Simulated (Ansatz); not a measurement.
# H3N: the cost of one run

Program: Ansatz 0.2.0. Level of theory: the levels named in each step. These are calculated values, not measurements.

## (1) Starting point

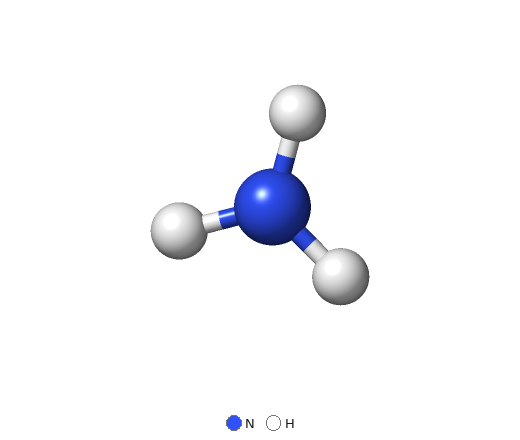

Start, viewed from a chosen angle; nitrogen blue, hydrogen white.

As a file:

```xyz
4

N     0.0000    0.0000    0.0000
H    -0.6302   -0.8123   -0.0077
H    -0.3890    0.9515    0.0205
H     1.0185   -0.1395   -0.0128
```

## (2) A rough first relaxation, PBE-D4/def2-SVP

This run stands in another session on the same molecule. It ended at:

```xyz
4

N    -0.0001    0.0000    0.0002
H    -0.6386   -0.8232   -0.0079
H    -0.3940    0.9642    0.0207
H     1.0320   -0.1412   -0.0130
```

## (3) Relaxation, HF/STO-3G

Input file input.yaml:

```yaml
crystal:
  periodic: [false, false, false]
  atoms:
    - { symbol: "N", position_ang: [-8.353e-05, -3.195e-05, 0.00023728] }
    - { symbol: H, position_ang: [-0.6385649, -0.8231977, -0.00787676] }
    - { symbol: H, position_ang: [-0.39397461, 0.9642039, 0.02070006] }
    - { symbol: H, position_ang: [1.03200305, -0.14121426, -0.01303058] }
magnetization:
  spin_polarized: true
  initial_magnetization: 1
total_charge: 1
basis:
  gaussian: { orbitals: STO-3G }
hamiltonian:
  xc: hf
relax:
  f_tol: 0.002
  max_steps: 150
```

Command:

```sh
ansatz run input.yaml --threads 1 --pin off --max-ram 2560MiB --backend cpu --events-out ev --progress --plain --runs-dir out
```

Q: Estimate wall time and peak memory on 1 thread of Intel Xeon at 2.50GHz (Skylake/Cascade Lake), shared host.

About 1.1 s, with a peak of 0.082 GiB.
